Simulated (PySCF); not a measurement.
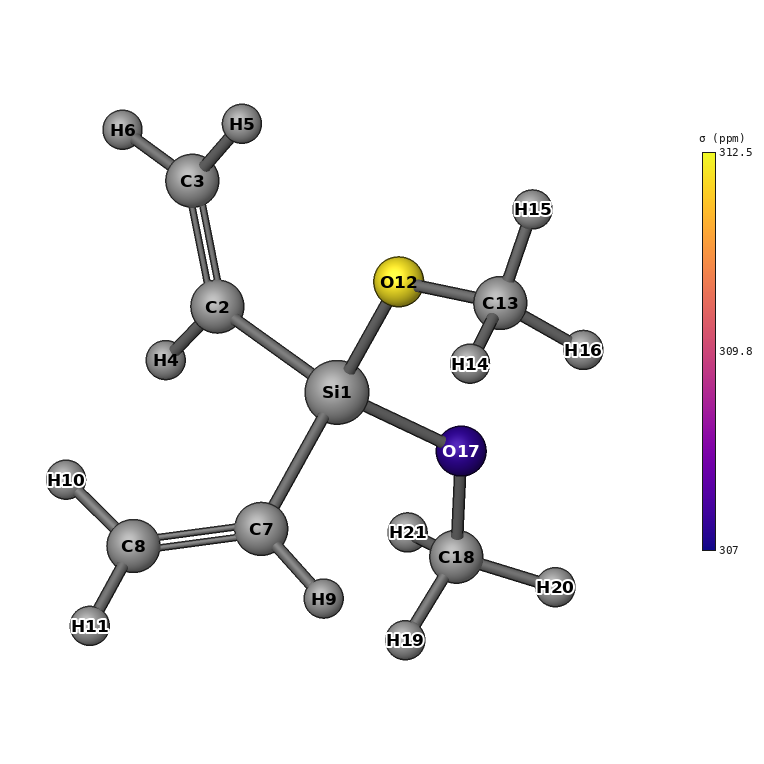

Atoms are coloured by their isotropic NMR shieldings (O only, the others grey). The computed structure is the end point of a PBE0-D3(BJ)/def2-SVP optimisation. No frequency run is at hand to confirm it as a minimum. Properties computed with GIAO PBE0/pcSseg-1 NMR shielding, non-relativistic, gas phase (PySCF 2.14.0).

List the isotropic NMR shieldings of the O atoms.

```csv
atom,σ (ppm)
O12,312.2
O17,307.3
```
